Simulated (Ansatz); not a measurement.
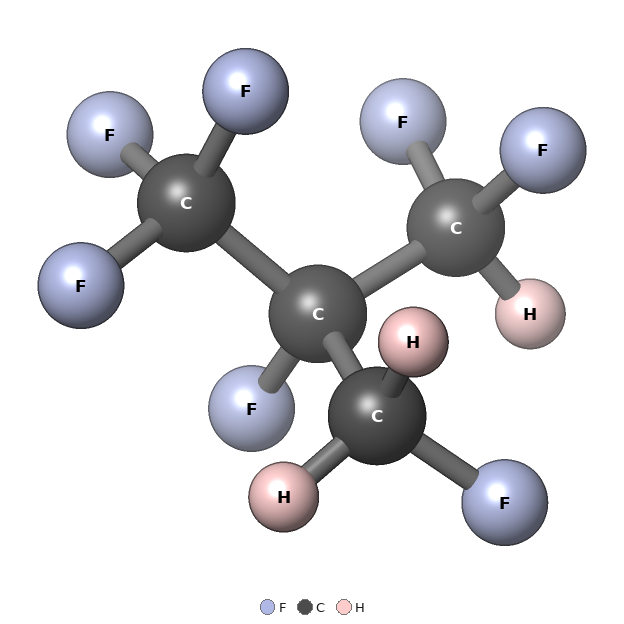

Orthographic view. Depth is shown by fading: the farther an atom, the more it takes the colour of the background. The computed structure is the end point of a PBE0-D4/def2-TZVP optimisation.

Give the standard InChI.

InChI=1S/C4H3F7/c5-1-3(8,2(6)7)4(9,10)11/h2H,1H2/t3-/m0/s1
